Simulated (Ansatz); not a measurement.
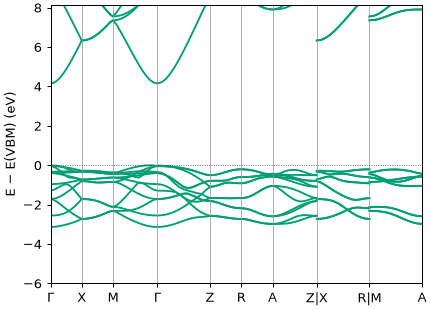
Fig. 1. Band structure from DFT-r²SCAN in the program Ansatz with PAW potentials

### Question
Read off the gap and where the band edges lie.

### Answer
About 4.2 eV (4.15 eV by a search for the band edges); maximum on the M–Γ line, 84 % of the way from M, minimum at Γ.

### Question
Pick the material that matches.
(A) ZrO2, P4_2/nmc (Zr on 2a, O on 4d)
(B) MgO, P4_2/mnm (Mg on 4g, O on 4f)
(C) BaTiO3, P4mm (Ba on 1b, Ti on 1a, O on 2c, O on 1a)
(D) HfO2, rutile

### Answer
B, MgO, P4_2/mnm (Mg on 4g, O on 4f)

The start of the workflow was typed in or built on a structure type; neither database checked (COD, Materials Project) lists it. It is not the phase usual at ambient conditions (space group No. 225). The cell was relaxed with r²SCAN under the symmetry of its start; whether a distortion lowers the energy is not shown.

Potentials: the earlier of the program's two PAW sets.
